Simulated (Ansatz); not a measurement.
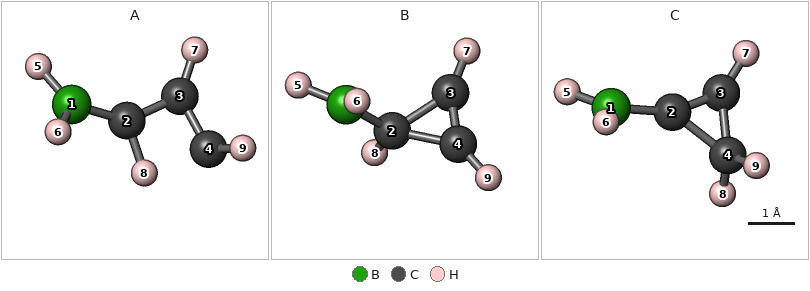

3 geometries from a converged minimum-energy path of C₃H₅B, shuffled. Style: ball-and-stick. Shown at a tilt.

The calculation used Ansatz, RKS B3LYP/def2-SVP. Settings: 5 movable images; climbing image; force threshold 0.05 eV/Å; iteration limit 60; starting path through a guess of the saddle point.

Question: Which frame is the transition state?

Answer: A. In order along the path, whose images run from 0 to 6: C (image 0, 0.0 kcal/mol), A (image 2, +53.9 kcal/mol), B (image 5, +10.0 kcal/mol). A hydrogen atom shifts from one atom to another. Breaking: C4–H8 (1.10 → 1.52 at the top → 2.25 Å). Forming: C2–H8 (2.27 → 1.22 at the top → 1.10 Å).

Cost: 8.5 min on 1 thread of Arm Neoverse V2, on a shared host, peak memory 0.25 GiB.
